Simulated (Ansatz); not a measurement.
A series of calculations on CH8BNO

### Relaxation

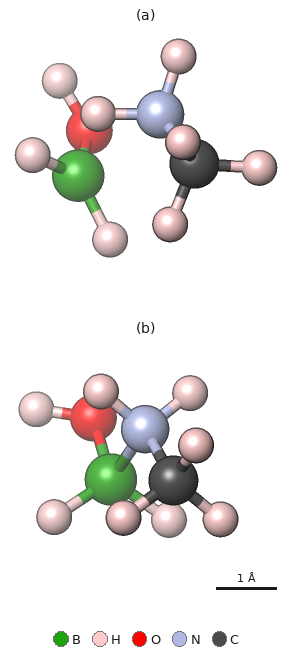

The structure of CH8BNO before (top) and after (bottom) a relaxation, at one scale.

A ball-and-stick model, seen from a free direction.

The run prepares an end point of a later path (reaction) calculation, from a guessed geometry.

Level of theory: RKS B3LYP/6-31G* (Ansatz 0.2.0).

Input file:
```yaml
crystal:
  periodic: [false, false, false]
  atoms:
    - { symbol: B, position_ang: [-0.054888, -0.531368, -0.13341] }
    - { symbol: H, position_ang: [-0.296471, -0.578666, 1.037741] }
    - { symbol: H, position_ang: [1.063151, -0.413538, -0.536821] }
    - { symbol: O, position_ang: [-1.024504, -0.747604, -1.055932] }
    - { symbol: H, position_ang: [-1.89379, -0.871364, -0.646568] }
    - { symbol: "N", position_ang: [-0.216127, 1.999524, 0.922922] }
    - { symbol: H, position_ang: [-1.053673, 2.578961, 0.916016] }
    - { symbol: C, position_ang: [0.948628, 2.772479, 1.360575] }
    - { symbol: H, position_ang: [1.814297, 2.104726, 1.417619] }
    - { symbol: H, position_ang: [1.176794, 3.5396, 0.612311] }
    - { symbol: H, position_ang: [0.839659, 3.271344, 2.338083] }
    - { symbol: H, position_ang: [-0.397575, 1.212105, 1.571665] }
basis:
  gaussian: { orbitals: "6-31G*" }
hamiltonian:
  xc: b3lyp
relax:
  f_tol: 0.03
  max_steps: 50
```

Run as
```bash
ansatz run input.yaml --threads 1 --pin off --max-ram 2048MiB --backend cpu --events-out ev --progress --plain --runs-dir out
```

What changed between the two?

Over 20 accepted moves (21 points after the start) the energy falls by 0.581 eV. Largest force component: 0.87 eV/Å at the start, 0.016 eV/Å at the end. The line search rejected the trial step at point 8 of the run. The largest move after the best rigid fit is that of H3, 1.14 Å. By element the largest moves are H 1.14 Å, O 0.78 Å, B 0.75 Å, C 0.43 Å, N 0.37 Å. Some distances before and after: B1–N6 2.747 → 1.712 Å, B1–O4 1.356 → 1.437 Å, B1–H2 1.197 → 1.221 Å, B1–H3 1.194 → 1.217 Å. New bonds form, among them: B1–N6 (2.75 → 1.71 Å). Among the angles between lasting bonds that change: H2–B1–H3 121.6° → 114.7°, H2–B1–O4 121.0° → 117.0°, H3–B1–O4 117.1° → 113.7°.

### Relaxation

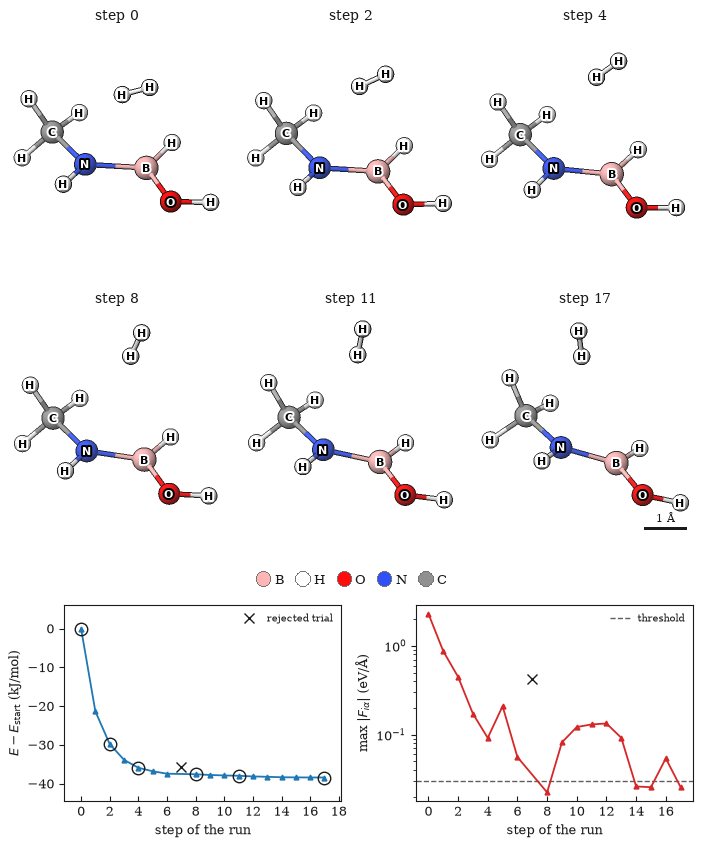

Frames of a relaxation of CH$_{8}$BNO, marked on the history of the run. The picture is a ball-and-stick view, seen at a tilt.

The run prepares an end point of a later path (reaction) calculation, from a guessed geometry.

Method: RKS B3LYP/6-31G* in Ansatz 0.2.0.

Input
```yaml
crystal:
  periodic: [false, false, false]
  atoms:
    - { symbol: B, position_ang: [-0.150304, 0.491131, -0.106682] }
    - { symbol: H, position_ang: [-0.458197, -0.427761, 2.094602] }
    - { symbol: H, position_ang: [0.894276, -0.090643, -0.170241] }
    - { symbol: O, position_ang: [-1.326911, -0.030621, -0.57942] }
    - { symbol: H, position_ang: [-1.193986, -0.901056, -0.974334] }
    - { symbol: "N", position_ang: [-0.181132, 1.846516, 0.47102] }
    - { symbol: H, position_ang: [-1.068294, 2.324085, 0.570469] }
    - { symbol: C, position_ang: [0.958373, 2.57035, 0.995352] }
    - { symbol: H, position_ang: [1.862981, 1.977289, 0.837363] }
    - { symbol: H, position_ang: [1.104762, 3.536084, 0.492065] }
    - { symbol: H, position_ang: [0.872657, 2.762774, 2.075845] }
    - { symbol: H, position_ang: [-0.408725, 0.278052, 2.098161] }
basis:
  gaussian: { orbitals: "6-31G*" }
hamiltonian:
  xc: b3lyp
relax:
  f_tol: 0.03
  max_steps: 50
```

Command:
```bash
ansatz run input.yaml --threads 1 --pin off --max-ram 2048MiB --backend cpu --events-out ev --progress --plain --runs-dir out
```

What happens along the run?

Over 16 accepted moves (17 points after the start) the energy falls by 38.4 kJ/mol. Largest force component: 2.3 eV/Å at the start, 0.026 eV/Å at the end. The line search rejected the trial step at point 7 of the run. The forces were under the threshold at step 8, but the run went on from there. The atom that moves furthest after the best rigid fit is H2 (1.51 Å). By element the largest moves are H 1.51 Å, B 0.39 Å, O 0.35 Å, N 0.19 Å, C 0.14 Å. Near-neighbour distances that change, for instance: B1–N6 1.474 → 1.405 Å, H2–H12 0.708 → 0.745 Å, B1–O4 1.371 → 1.378 Å, B1–H3 1.197 → 1.202 Å. The run took 44 s on 1 thread of Intel(R) Xeon(R) Platinum 8488C (Sapphire Rapids) (shared host), peak memory 0.16 GiB. From step 0 to 2: H2 moves most (0.39 Å), energy −29.8 kJ/mol. From step 2 to 4: H2 moves most (0.39 Å), energy −6.12 kJ/mol. From step 4 to 8: H2 moves most (0.38 Å), energy −1.68 kJ/mol. From step 8 to 11: H2 moves most (0.29 Å), energy −0.39 kJ/mol. From step 11 to 17: H2 moves most (0.37 Å), energy −0.45 kJ/mol.

Limits of the set-up: the start holds two separate molecules, 2.2 Å apart at their closest, whose relative position is a soft coordinate and is computed without a dispersion correction.

### Path

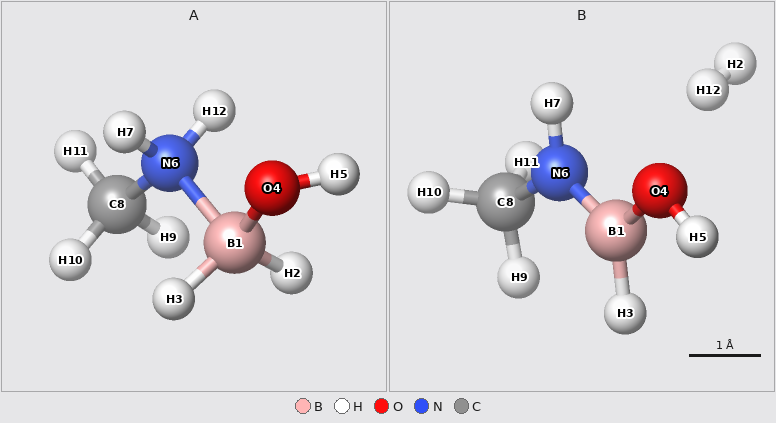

The two relaxed end points of a path for CH8BNO. The picture is a ball-and-stick view, seen from a free direction.

The calculation used Ansatz 0.2.0, RKS B3LYP/6-31G*.

Run with 7 movable images; climbing image; force threshold 0.05 eV/Å; iteration limit 60.

Start:
```xyz
12

B    -0.0172    0.2094   -0.0265
H     0.5019   -0.5119    0.8102
H     0.7333    0.5918   -0.9042
O    -1.3157   -0.1763   -0.5053
H    -1.6662   -0.8999    0.0284
N    -0.2857    1.6610    0.8406
H    -0.7900    2.2735    0.1972
C     0.9352    2.3221    1.3521
H     1.4402    1.6299    2.0290
H     1.5943    2.5188    0.5045
H     0.7106    3.2567    1.8754
H    -0.9351    1.4610    1.6029
```

End:
```xyz
12

B    -0.0952    0.5259   -0.4418
H    -0.8621    0.2961    3.5472
H     0.9465   -0.0095   -0.7131
O    -1.3012    0.0369   -0.8957
H    -1.1788   -0.7615   -1.4236
N    -0.0959    1.6806    0.3579
H    -0.9852    2.1240    0.5598
C     1.0651    2.3684    0.8920
H     1.9658    1.8113    0.6202
H     1.1628    3.3863    0.4887
H     1.0301    2.4409    1.9876
H    -0.7466    0.4367    2.8251
```

> What barrier does the band find between them, and by what path?

Forward barrier 164.4 kJ/mol, backward barrier 214.5 kJ/mol, with image 4 at the top; the reaction energy is −50.0 kJ/mol. Breaking: B1–H2 (1.22 → 1.47 at the top → 4.07 Å), N6–H12 (1.02 → 1.34 at the top → 2.84 Å). Forming: H2–H12 (2.57 → 1.02 at the top → 0.74 Å). The band converged in 15 iterations, with a climbing image at the top. At the top, the vibrational analysis gives one imaginary mode (1573i cm⁻¹), as a transition state must have.

Energies of the converged images:

```json
{"image": "0", "path (Å)": "0.00", "E (kJ/mol)": "0.0"}
{"image": "1", "path (Å)": "1.13", "E (kJ/mol)": "3.3"}
{"image": "2", "path (Å)": "2.26", "E (kJ/mol)": "6.4"}
{"image": "3", "path (Å)": "3.40", "E (kJ/mol)": "10.2"}
{"image": "4", "path (Å)": "4.53", "E (kJ/mol)": "164.4"}
{"image": "5", "path (Å)": "5.54", "E (kJ/mol)": "-10.7"}
{"image": "6", "path (Å)": "6.54", "E (kJ/mol)": "-45.2"}
{"image": "7", "path (Å)": "7.55", "E (kJ/mol)": "-49.3"}
{"image": "8", "path (Å)": "8.56", "E (kJ/mol)": "-50.0"}
```

The geometry at the top of the path:

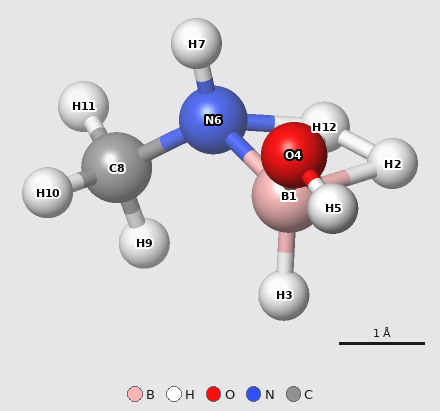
